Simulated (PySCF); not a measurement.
# C5H6F2: what the fields show

```xyz
13

F     2.0556   -0.5442   -1.6062
C     1.8493   -0.2743   -0.2676
C     0.4255    0.0709   -0.0229
C    -0.2520    1.1793    0.2796
C    -1.5940    0.4993    0.3199
C    -0.8232   -0.7806   -0.0922
F    -0.8942   -1.8069    0.8157
H     2.1366   -1.1809    0.2772
H     2.5089    0.5602   -0.0089
H     0.0282    2.2036    0.4412
H    -2.0395    0.4231    1.3093
H    -2.3358    0.8533   -0.3930
H    -1.0699   -1.2023   -1.0698
```

Geometry: GFN2-xTB.

All numbers below come from PySCF, PBE0/pcSseg-1, SCF density, gas phase, non-relativistic.

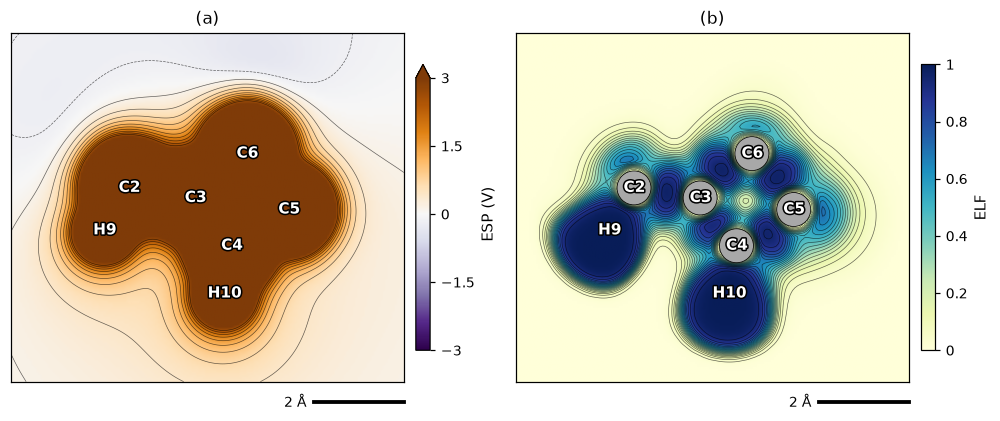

Figure 1. (a) molecular electrostatic potential; (b) electron localisation function on the plane of atoms C3, C6 and C5. Grey discs cover the atomic cores in the ELF map.

Q: Read the bonding off the picture.

A:
- The plane passes through C and H nuclei.
- C–C (1.33 Å): the ELF peaks at about 0.90 between the atoms: a short, multiple covalent bond.
- C–H (1.07 Å): the ELF climbs to about 1 towards the hydrogen, as it does in any bond to H: an ordinary covalent bond to hydrogen.
- C–C (1.49 Å): the ELF peaks at about 0.95 between the atoms: localised, covalent bonding.
- Outside the dense part of the molecule the potential is most negative (−0.3 V) near F7, which lies off the plane.

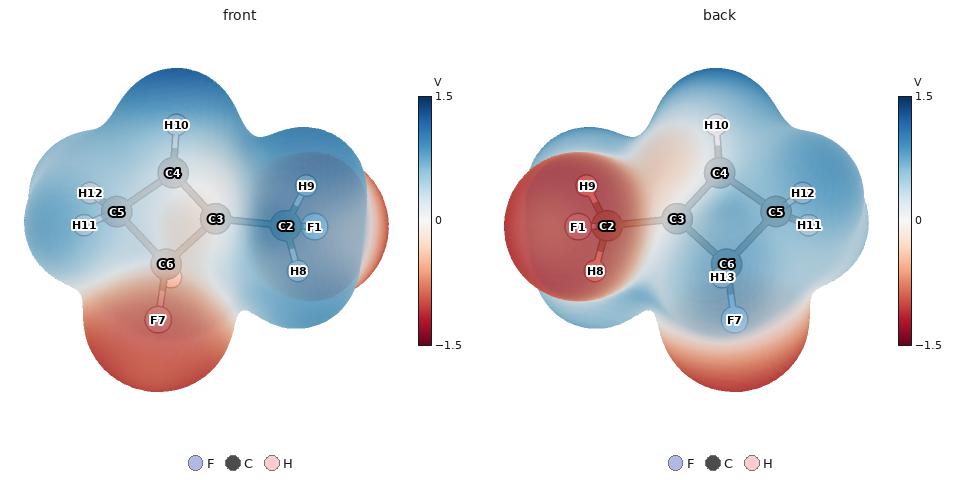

Figure 2. The electrostatic potential painted on the density surface at 0.002 e/bohr³, seen from the front and from behind; the colour scale runs from red (negative) to blue (positive).

Q: Where is the surface potential most negative and most positive?

A: The most negative region (about −1.1 V) lies over F1 and F7, the most positive (about +1.2 V) over H10.

Q: How polar is the molecule by this calculation?

A: Its dipole moment is 2.12 D.
